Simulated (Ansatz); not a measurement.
# Pt (Fm-3m, 1 atom in the cell): converging a phonon calculation, part 2 of 3

Aim: how dense must the meshes and how high the cutoff be for the phonons of Pt (Fm-3m, 1 atom in the cell)?

Ansatz 0.2.0; DFT PBEsol, scalar-relativistic, plane waves, PAW.

So far, highest frequency on the path or at a solved wavevector (cm⁻¹): step 3 (the dispersion) 199; step 4 (q mesh 2×2×2) 199. The relaxed cell has a = 3.918 Å (conventional setting).

## 8. Another k mesh, k-mesh 6×6×6, q mesh 2×2×2

The k mesh is changed to 6×6×6 on a small fixed q mesh, to find the coarsest that serves.

input.yaml reads:

```yaml
crystal:
  lattice:
    - [0.0, 1.9588930606, 1.9588930606]
    - [1.9588930606, 0.0, 1.9588930606]
    - [1.9588930606, 1.9588930606, 0.0]
  atoms:
    - { symbol: Pt, position: [0.0, 0.0, 0.0] }
kpoints:
  mp_grid: { grid: [6, 6, 6] }
hamiltonian:
  xc: pbesol
scf:
  occupations: { method: methfessel_paxton, width: 0.2 }
output:
  eigenvalues: true
phonons:
  method: dfpt
  qmesh: [2, 2, 2]
  temperatures: { t_max: 1000, t_step: 50 }
  qpath:
    path:
      - [[0.0, 0.0, 0.0], [0.5, 0.0, 0.5], [0.625, 0.25, 0.625]]
      - [[0.375, 0.375, 0.75], [0.0, 0.0, 0.0], [0.5, 0.5, 0.5], [0.5, 0.25, 0.75], [0.5, 0.0, 0.5]]
    npoints: 10
```

Run with:

```sh
$ ansatz run input.yaml --threads 4 --pin off --max-ram 7168MiB --backend cpu --events-out ev --progress --plain --runs-dir out
```

Numbers of over 12 decimals in the logs are rounded to 6 here.

The program printed:

```text
[...]
Crystal: 1 atoms, lattice volume = 15.034 Å³
Basis set: ecut = 420 eV, 283 PW (Γ), exchange–correlation on 40×40×40 points (8 copies of the dense FFT grid, shifted against one another)
Bands: 13, of which v1, the nominal top of the filled ones, is band 9 counted from 1 (8 counted from 0)
Symmetry: 48 space group operations
k-points: 16 of 216
[...]
SCF iter   1: F=—  HF=-12383.936862 eV  |F-HF|=—  |Δ(HF+E_count)|=         —  Δρ=9.24e-3  dr2=1.10e-2  ethr=1.77e-3  ⟨swp⟩=4.8  Hψ=1077  notcnv=0
[...]
SCF iter   6: F=-12383.933063 eV  HF=-12383.933063 eV  |F-HF|=1.27e-11  |Δ(HF+E_count)|=   1.60e-9  S|Δr|=    0.00e0  Δρ=5.46e-7  dr2=9.24e-12  ethr=1.00e-12  ⟨swp⟩=4.3  Hψ=1008  notcnv=0
SCF 1 converged in 6 iterations: F = -12383.933063 eV  dr2 = 9.24e-12
[...]
SCF converged after 6 iterations
[...]
Free energy (F): -12383.933063 eV
[...]
Internal energy: -12383.930971 eV  (E = F + TS)
E sigma→0 (E₀):  -12383.932540 eV
Entropy (-TS):   -0.002092 eV (-2.092 meV/atom)
Fermi energy:    23.314562 eV
[...]
--- Band table (eV; the first three rows and the last of 16) ---
  k-point 0: bands = [... 5 lower, 19.4629, 19.4629, 19.4629, 21.6492, 21.6492, 37.8850, 42.8294, 42.8294]
  k-point 1: bands = [... 5 lower, 19.0984, 19.7939, 19.7939, 21.5429, 21.5429, 39.1564, 39.3038, 44.4334]
  k-point 2: bands = [... 5 lower, 19.6637, 19.6637, 19.9592, 22.4594, 22.4594, 33.6090, 38.6579, 44.6145]
  k-point 15: bands = [... 5 lower, 17.5470, 20.2347, 21.9035, 23.7938, 29.3075, 30.6812, 33.3259, 35.2959]
[...]
ASR residual: 1.267e-4 → 0.000e0 eV/Å²; symmetrization residual: 4.244e-12 eV/Å²
  ASR residual per site (eV/Å²): 1.27e-4
  Γ frequencies (cm⁻¹): 0.00 0.00 0.00
--- Phonons (arbitrary-q DFPT): 3 irreducible q on the 2×2×2 mesh ---
[...]
interpolated dispersion: 62 rows × 3 modes
[...]
```

The job ended after 1.8 s (4 threads of Arm Neoverse V1, shared host; peak memory 0.34 GiB).

The run finished; it serves as a test, and its numbers are not taken as the result.

## 9. Another k mesh, k-mesh 10×10×10, q mesh 2×2×2

The k mesh is changed to 10×10×10 on a small fixed q mesh, to find the coarsest that serves.

Edit input.yaml of step 8 so:

```diff
@@ -8,3 +8,3 @@
 kpoints:
-  mp_grid: { grid: [6, 6, 6] }
+  mp_grid: { grid: [10, 10, 10] }
 hamiltonian:
```

The program printed:

```text
[...]
Crystal: 1 atoms, lattice volume = 15.034 Å³
Basis set: ecut = 420 eV, 283 PW (Γ), exchange–correlation on 40×40×40 points (8 copies of the dense FFT grid, shifted against one another)
Bands: 13, of which v1, the nominal top of the filled ones, is band 9 counted from 1 (8 counted from 0)
Symmetry: 48 space group operations
k-points: 47 of 1000
[...]
SCF iter   1: F=—  HF=-12383.803171 eV  |F-HF|=—  |Δ(HF+E_count)|=         —  Δρ=6.23e-3  dr2=4.63e-3  ethr=1.77e-3  ⟨swp⟩=4.9  Hψ=3067  notcnv=0
[...]
SCF iter   7: F=-12383.802049 eV  HF=-12383.802049 eV  |F-HF|=5.46e-12  |Δ(HF+E_count)|=    0.00e0  S|Δr|=    0.00e0  Δρ=2.05e-8  dr2=1.93e-14  ethr=1.00e-12  ⟨swp⟩=5.0  Hψ=2328  notcnv=0
SCF 1 converged in 7 iterations: F = -12383.802049 eV  dr2 = 1.93e-14
[...]
SCF converged after 7 iterations
[...]
Free energy (F): -12383.802049 eV
[...]
Internal energy: -12383.805597 eV  (E = F + TS)
E sigma→0 (E₀):  -12383.802936 eV
Entropy (-TS):   0.003548 eV (3.548 meV/atom)
Fermi energy:    23.349834 eV
[...]
--- Band table (eV; the first three rows and the last of 47) ---
  k-point 0: bands = [... 5 lower, 19.4944, 19.4944, 19.4944, 21.6869, 21.6869, 37.8814, 42.8291, 42.8291]
  k-point 1: bands = [... 5 lower, 19.3248, 19.6463, 19.6463, 21.6086, 21.6086, 38.4809, 41.0682, 43.4360]
  k-point 2: bands = [... 5 lower, 19.0681, 19.8805, 19.8805, 21.6383, 21.6383, 38.1732, 39.6000, 45.0520]
  k-point 46: bands = [... 5 lower, 17.9771, 19.5966, 21.5609, 23.8358, 30.2630, 30.5193, 32.7126, 35.3477]
[...]
ASR residual: 2.549e-5 → 0.000e0 eV/Å²; symmetrization residual: 4.396e-12 eV/Å²
  ASR residual per site (eV/Å²): 2.55e-5
  Γ frequencies (cm⁻¹): 0.00 0.00 0.00
--- Phonons (arbitrary-q DFPT): 3 irreducible q on the 2×2×2 mesh ---
[...]
interpolated dispersion: 62 rows × 3 modes
[...]
```

Run time: 4 s. Hardware: 4 threads; peak memory 0.42 GiB.

The run finished; it serves as a test, and its numbers are not taken as the result.

## 10. Another k mesh, k-mesh 16×16×16, q mesh 2×2×2

The k mesh is changed to 16×16×16 on a small fixed q mesh, to find the coarsest that serves.

Edit input.yaml of step 9 so:

```diff
@@ -8,3 +8,3 @@
 kpoints:
-  mp_grid: { grid: [10, 10, 10] }
+  mp_grid: { grid: [16, 16, 16] }
 hamiltonian:
```

The program printed:

```text
[...]
Crystal: 1 atoms, lattice volume = 15.034 Å³
Basis set: ecut = 420 eV, 283 PW (Γ), exchange–correlation on 40×40×40 points (8 copies of the dense FFT grid, shifted against one another)
Bands: 13, of which v1, the nominal top of the filled ones, is band 9 counted from 1 (8 counted from 0)
Symmetry: 48 space group operations
k-points: 145 of 4096
[...]
k-point 144: bands = [... 5 lower, 18.7062, 18.7062, 21.2939, 23.8239, 30.4170, 31.5728, 31.5728, 35.3602]
[...]
ASR residual: 5.543e-5 → 0.000e0 eV/Å²; symmetrization residual: 2.122e-12 eV/Å²
  ASR residual per site (eV/Å²): 5.54e-5
  Γ frequencies (cm⁻¹): 0.00 0.00 0.00
--- Phonons (arbitrary-q DFPT): 3 irreducible q on the 2×2×2 mesh ---
[...]
interpolated dispersion: 62 rows × 3 modes
[...]
[key lines of the parts left out:]
SCF converged after 7 iterations
Free energy (F): -12383.819613 eV
Fermi energy:    23.306053 eV
```

Wall time 13 s (4 threads); peak memory 0.78 GiB.

Frequencies (cm⁻¹) solved at each irreducible wavevector; negative means imaginary. Frequencies by wavevector, by row:

```
q in reciprocal lattice units  star  mode 1  mode 2  mode 3
                        0 0 0     1       0       0       0
                     0 0 -0.5     4    96.1    96.1   198.5
                  0 -0.5 -0.5     3     133     133   194.6
```

Against step 4 (now k-mesh 16×16×16), the highest frequency on the path or at a solved wavevector goes from 199 to 198 cm⁻¹. The highest frequency on the path or at a solved wavevector moves by under 1 % between these two settings.

## 11. Another k mesh, q mesh 2×2×2

The k mesh is changed to 20×20×20 on a small fixed q mesh, to find the coarsest that serves.

Edit input.yaml of step 10 so:

```diff
@@ -8,3 +8,3 @@
 kpoints:
-  mp_grid: { grid: [16, 16, 16] }
+  mp_grid: { grid: [20, 20, 20] }
 hamiltonian:
```

The program printed:

```text
[...]
Crystal: 1 atoms, lattice volume = 15.034 Å³
Basis set: ecut = 420 eV, 283 PW (Γ), exchange–correlation on 40×40×40 points (8 copies of the dense FFT grid, shifted against one another)
Bands: 13, of which v1, the nominal top of the filled ones, is band 9 counted from 1 (8 counted from 0)
Symmetry: 48 space group operations
k-points: 256 of 8000
[...]
k-point 255: bands = [... 5 lower, 18.7112, 18.7112, 21.2992, 23.8320, 30.4200, 31.5757, 31.5757, 35.3629]
[...]
ASR residual: 5.643e-5 → 0.000e0 eV/Å²; symmetrization residual: 1.364e-12 eV/Å²
  ASR residual per site (eV/Å²): 5.64e-5
  Γ frequencies (cm⁻¹): 0.00 0.00 0.00
--- Phonons (arbitrary-q DFPT): 3 irreducible q on the 2×2×2 mesh ---
[...]
interpolated dispersion: 62 rows × 3 modes
[...]
[key lines of the parts left out:]
SCF converged after 7 iterations
Free energy (F): -12383.820776 eV
Fermi energy:    23.332903 eV
```

The job ended after 24 s (4 threads; peak memory 1.2 GiB).

Frequencies (cm⁻¹) solved at each irreducible wavevector; negative means imaginary. Frequencies by wavevector, by row:

```csv
q in reciprocal lattice units,star,mode 1,mode 2,mode 3
0 0 0,1,0,0,0
0 0 -0.5,4,96.5,96.5,198.5
0 -0.5 -0.5,3,129.7,129.7,193.7
```

Against step 10 (now k-mesh 20×20×20), the highest frequency on the path or at a solved wavevector goes from 198 to 199 cm⁻¹. The highest frequency on the path or at a solved wavevector moves by under 1 % between these two settings.

## 12. Another k mesh, k-mesh 30×30×30, q mesh 2×2×2

The k mesh is changed to 30×30×30 on a small fixed q mesh, to find the coarsest that serves.

Edit input.yaml of step 11 so:

```diff
@@ -8,3 +8,3 @@
 kpoints:
-  mp_grid: { grid: [20, 20, 20] }
+  mp_grid: { grid: [30, 30, 30] }
 hamiltonian:
```

The program printed:

```text
[...]
Crystal: 1 atoms, lattice volume = 15.034 Å³
Basis set: ecut = 420 eV, 283 PW (Γ), exchange–correlation on 40×40×40 points (8 copies of the dense FFT grid, shifted against one another)
Bands: 13, of which v1, the nominal top of the filled ones, is band 9 counted from 1 (8 counted from 0)
Symmetry: 48 space group operations
k-points: 752 of 27000
[...]
k-point 751: bands = [... 5 lower, 18.4475, 18.9883, 21.3295, 23.8298, 30.4302, 31.1529, 31.9771, 35.3611]
[...]
ASR residual: 5.046e-5 → 0.000e0 eV/Å²; symmetrization residual: 1.667e-12 eV/Å²
  ASR residual per site (eV/Å²): 5.05e-5
  Γ frequencies (cm⁻¹): 0.00 0.00 0.00
--- Phonons (arbitrary-q DFPT): 3 irreducible q on the 2×2×2 mesh ---
[...]
interpolated dispersion: 62 rows × 3 modes
[...]
[key lines of the parts left out:]
SCF converged after 7 iterations
Free energy (F): -12383.820581 eV
Fermi energy:    23.323875 eV
```

The job ended after 76 s (4 threads; peak memory 3.3 GiB).

## 13. The series together

Times are for 4 threads of Arm Neoverse V1, shared host. The series side by side:

```csv
no.,k-mesh,lowest mode on the q mesh (acoustic modes at Γ apart) (cm⁻¹),highest frequency on the path or at a solved wavevector (cm⁻¹),time,memory (GiB)
1,16×16×16,96.06,198.5,13 s,0.78
2,20×20×20,96.48,198.5,24 s,1.2
3,30×30×30,96.25,198.5,76 s,3.3
```

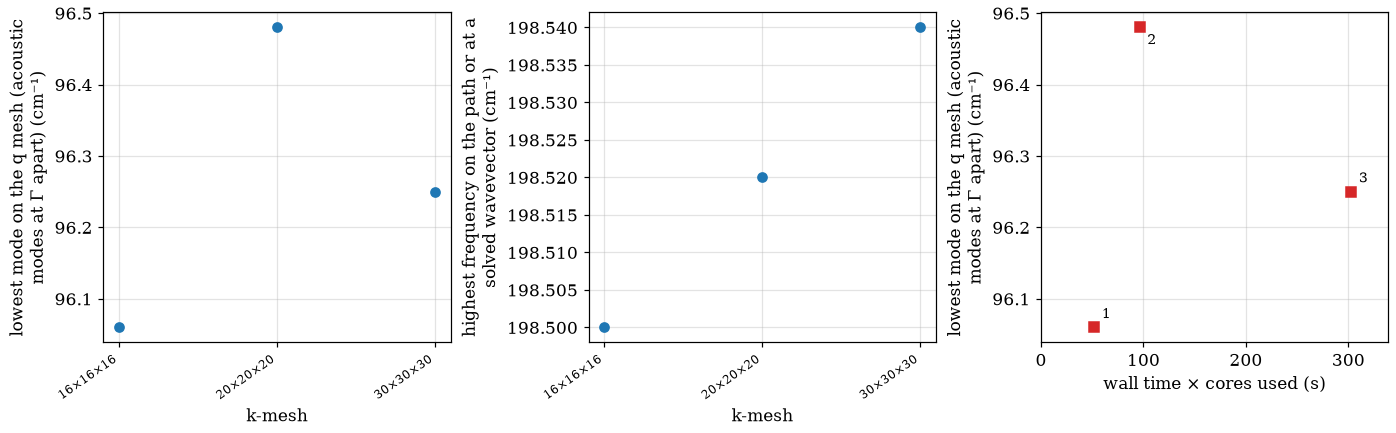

The series as plots; the last panel sets the first result against cost, with the runs numbered as in the table.

The runs together. The phonon density of states by wavenumber; read off at these points; values in 1/cm⁻¹/cell:

```csv
wavenumber (cm⁻¹),16×16×16,20×20×20,30×30×30
10.0,7.0e-5,7.0e-5,7.0e-5
20.0,4.2e-4,4.2e-4,4.2e-4
30.0,0.001,1.0e-3,0.001
40.0,0.00188,0.00187,0.00188
50.0,0.00311,0.0031,0.00311
60.0,0.00483,0.00485,0.00485
70.0,0.00723,0.0073,0.00729
80.0,0.0108,0.0110,0.0109
90.0,0.0168,0.0173,0.0172
100.0,0.0285,0.0303,0.0297
110.0,0.0306,0.0325,0.0318
120.0,0.0326,0.0345,0.0338
127.0,0.0339,0.0357,0.0352
130.0,0.0345,0.0292,0.0327
140.0,0.0189,0.0187,0.0187
150.0,0.0183,0.0179,0.0180
160.0,0.0161,0.0153,0.0156
170.0,0.0149,0.0181,0.0169
180.0,0.0418,0.0429,0.0425
190.0,0.0182,0.0167,0.0172
```

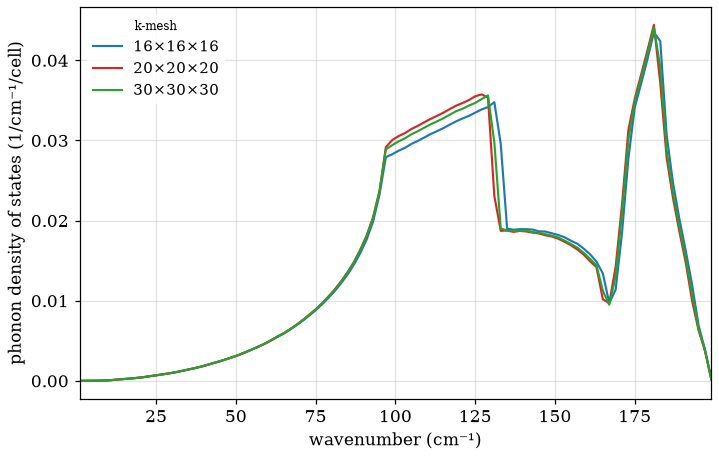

Phonon density of states, plotted against wavenumber.

The runs together, line C_V. C_V against temperature; values in J/mol-atom/K:

```
temperature (K)  16×16×16  20×20×20  30×30×30
              0         0         0         0
             50      9.19      9.30      9.27
            100      18.5      18.6      18.5
            150      21.7      21.7      21.7
            200      23.0      23.1      23.1
            250      23.7      23.7      23.7
            300      24.1      24.1      24.1
            350      24.3      24.3      24.3
            400      24.4      24.5      24.4
            450      24.5      24.6      24.6
            500      24.6      24.6      24.6
            550      24.7      24.7      24.7
            600      24.7      24.7      24.7
            650      24.8      24.8      24.8
            700      24.8      24.8      24.8
            750      24.8      24.8      24.8
            800      24.8      24.8      24.8
            850      24.8      24.8      24.8
            900      24.8      24.8      24.8
            950      24.9      24.9      24.9
           1000      24.9      24.9      24.9
```

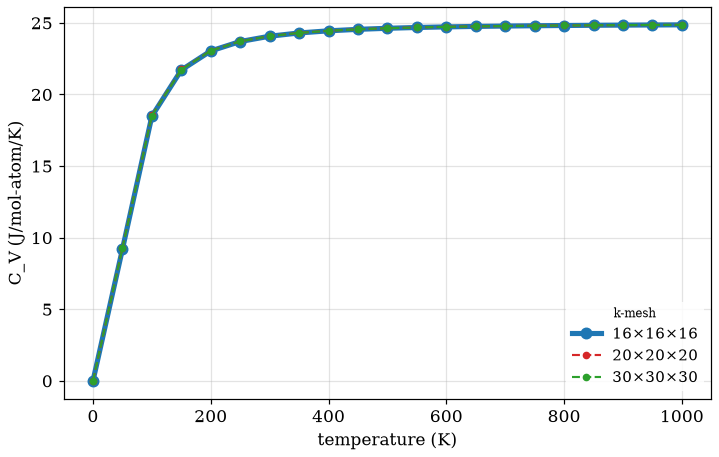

C_V, plotted against temperature.

## 14. Another cutoff, cutoff 170 eV, q mesh 2×2×2

The cutoff is set to 170 eV on a small fixed q mesh.

Edit input.yaml of step 12 so:

```diff
@@ -8,3 +8,3 @@
 kpoints:
-  mp_grid: { grid: [30, 30, 30] }
+  mp_grid: { grid: [20, 20, 20] }
 hamiltonian:
@@ -24 +24,3 @@
     npoints: 10
+basis:
+  ecutwfc: 170
```

The program printed:

```text
Warning: basis.ecutwfc = 170 eV is below the records' recommended 420 eV, and the density's cutoff is lower with it unless basis.ecutrho_ratio is high enough to keep the records' density cutoff: compare with a run at a higher cutoff
[...]
Crystal: 1 atoms, lattice volume = 15.034 Å³
Basis set: ecut = 170 eV, 65 PW (Γ), exchange–correlation on 24×24×24 points (8 copies of the dense FFT grid, shifted against one another)
Bands: 13, of which v1, the nominal top of the filled ones, is band 9 counted from 1 (8 counted from 0)
Symmetry: 48 space group operations
k-points: 256 of 8000
[...]
SCF iter   1: F=—  HF=-12359.761680 eV  |F-HF|=—  |Δ(HF+E_count)|=         —  Δρ=3.07e-1  dr2=8.96e0  ethr=1.77e-3  ⟨swp⟩=4.8  Hψ=16257  notcnv=0
[...]
SCF iter   8: F=-12355.499334 eV  HF=-12355.499334 eV  |F-HF|=0.00e0  |Δ(HF+E_count)|=  2.64e-10  S|Δr|=    0.00e0  Δρ=1.69e-7  dr2=4.29e-12  ethr=1.00e-12  ⟨swp⟩=3.2  Hψ=13592  notcnv=0
SCF 1 converged in 8 iterations: F = -12355.499334 eV  dr2 = 4.29e-12
[...]
SCF converged after 8 iterations
[...]
Free energy (F): -12355.499334 eV
[...]
Internal energy: -12355.498957 eV  (E = F + TS)
E sigma→0 (E₀):  -12355.499240 eV
Entropy (-TS):   -0.000376 eV (-0.376 meV/atom)
Fermi energy:    22.858340 eV
[...]
--- Band table (eV; the first three rows and the last of 256) ---
  k-point 0: bands = [... 5 lower, 21.0169, 21.0169, 21.0169, 22.2086, 22.2086, 38.6608, 43.7371, 43.7371]
  k-point 1: bands = [... 5 lower, 20.9571, 21.0638, 21.0638, 22.1978, 22.1978, 38.8326, 43.2035, 43.8961]
  k-point 2: bands = [... 5 lower, 20.7916, 21.1787, 21.1787, 22.1953, 22.1953, 39.3193, 42.0838, 44.3653]
  k-point 255: bands = [... 5 lower, 18.6781, 18.6781, 20.5458, 22.9496, 30.0549, 32.6402, 32.6402, 36.0672]
[...]
ASR residual: 2.292e-4 → 0.000e0 eV/Å²; symmetrization residual: 1.251e-12 eV/Å²
  ASR residual per site (eV/Å²): 2.29e-4
  Γ frequencies (cm⁻¹): 0.00 0.00 0.00
--- Phonons (arbitrary-q DFPT): 3 irreducible q on the 2×2×2 mesh ---
[...]
interpolated dispersion: 62 rows × 3 modes
[...]
zero-point energy: -0.000000 eV/cell   skipped modes (ω ≤ 0): 1872, of them read as no rigid motion or as one in doubt: 1869 (3.000e0 modes/cell left out, lowest -174.44 cm⁻¹)   left out of the sums: 1.00e0 of the cell's modes: C_V's classical limit lies that fraction below 3 k_B per atom; for a crystal, a wire or a layer, F and S can be off by more, and a phonons.interpolated_qmesh denser along its periods is the remedy for the sampling
```

The job ended after 12 s (4 threads; peak memory 0.94 GiB).

The run finished; it serves as a test, and its numbers are not taken as the result.

## 15. Another cutoff, cutoff 230 eV, q mesh 2×2×2

The cutoff is set to 230 eV on a small fixed q mesh.

Edit input.yaml of step 14 so:

```diff
@@ -25,2 +25,2 @@
 basis:
-  ecutwfc: 170
+  ecutwfc: 230
```

The program printed:

```text
[...]
Crystal: 1 atoms, lattice volume = 15.034 Å³
Basis set: ecut = 230 eV, 113 PW (Γ), exchange–correlation on 30×30×30 points (8 copies of the dense FFT grid, shifted against one another)
Bands: 13, of which v1, the nominal top of the filled ones, is band 9 counted from 1 (8 counted from 0)
Symmetry: 48 space group operations
k-points: 256 of 8000
[...]
SCF iter   1: F=—  HF=-12380.518539 eV  |F-HF|=—  |Δ(HF+E_count)|=         —  Δρ=7.49e-2  dr2=4.09e-1  ethr=1.77e-3  ⟨swp⟩=4.9  Hψ=16224  notcnv=0
[...]
SCF iter   7: F=-12380.351591 eV  HF=-12380.351591 eV  |F-HF|=0.00e0  |Δ(HF+E_count)|=  8.37e-11  S|Δr|=    0.00e0  Δρ=1.71e-7  dr2=3.23e-12  ethr=1.00e-12  ⟨swp⟩=5.1  Hψ=12672  notcnv=0
SCF 1 converged in 7 iterations: F = -12380.351591 eV  dr2 = 3.23e-12
[...]
SCF converged after 7 iterations
[...]
Free energy (F): -12380.351591 eV
[...]
Internal energy: -12380.352324 eV  (E = F + TS)
E sigma→0 (E₀):  -12380.351774 eV
Entropy (-TS):   0.000733 eV (0.733 meV/atom)
Fermi energy:    23.429752 eV
[...]
--- Band table (eV; the first three rows and the last of 256) ---
  k-point 0: bands = [... 5 lower, 19.6461, 19.6461, 19.6461, 21.7771, 21.7771, 38.0234, 43.0443, 43.0443]
  k-point 1: bands = [... 5 lower, 19.4624, 19.6828, 19.6828, 21.7234, 21.7234, 38.1792, 42.4696, 43.1913]
  k-point 2: bands = [... 5 lower, 19.3129, 19.6518, 19.6518, 21.6102, 21.6102, 38.6093, 41.2374, 43.6326]
  k-point 255: bands = [... 5 lower, 18.7526, 18.7526, 21.3635, 23.9617, 30.4370, 31.7992, 31.7992, 35.4643]
[...]
ASR residual: 8.904e-5 → 0.000e0 eV/Å²; symmetrization residual: 3.600e-13 eV/Å²
  ASR residual per site (eV/Å²): 8.90e-5
  Γ frequencies (cm⁻¹): 0.00 0.00 0.00
--- Phonons (arbitrary-q DFPT): 3 irreducible q on the 2×2×2 mesh ---
[...]
interpolated dispersion: 62 rows × 3 modes
[...]
```

The job ended after 14 s (4 threads; peak memory 0.91 GiB; 49 s of CPU time).

The run finished; it serves as a test, and its numbers are not taken as the result.

[end of part 2 of 3]

[Logs are printed without paths, hosts, clocks, repeated set-up lines and the standing remarks that a program may print on its own settings, such as how far it seeks lower states.]

[Hosts, paths, dates, database ids (printed as entryN), source tags and the programs' standing remarks are cut or masked in the printed files.]
